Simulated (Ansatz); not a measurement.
Stretching the Br1–F2 bond in BrF (multiplicity 1 held). Energies count from the point at 1.774 Å.


Restricted levels (R-, RO-) in cc, def2 and unpolarised 6-31G sets keep to the state of the molecule at rest. Unrestricted levels (U-) break spin symmetry where that is lower. Active spaces are followed from rest. Levels need not reach the same state.

Correlated levels freeze the cores. Filled d and f shells under p-block atoms count as core.

The values were computed with Ansatz (Gaussian orbitals). 

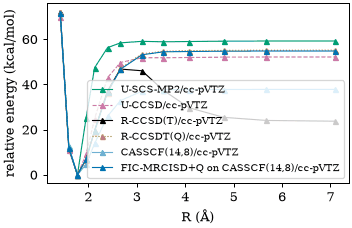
Relative energy along the coordinate

Read off the CASSCF(14,8)/cc-pVTZ curve at R = 4.081.

about 38 kcal/mol

Doubts at one or more of the structures used: a spin-contaminated determinant (U-SCS-MP2/cc-pVTZ, U-CCSD/cc-pVTZ); T1 above 0.05 (U-CCSD/cc-pVTZ, R-CCSD(T)/cc-pVTZ, R-CCSDT(Q)/cc-pVTZ); the program's own flag: other amplitudes (U-CCSD/cc-pVTZ); a restricted determinant that unrestricted orbitals would lower (R-CCSD(T)/cc-pVTZ, R-CCSDT(Q)/cc-pVTZ); other coupled-cluster roots lie near (R-CCSD(T)/cc-pVTZ, R-CCSDT(Q)/cc-pVTZ).

Ansatz is a program for electronic structure.
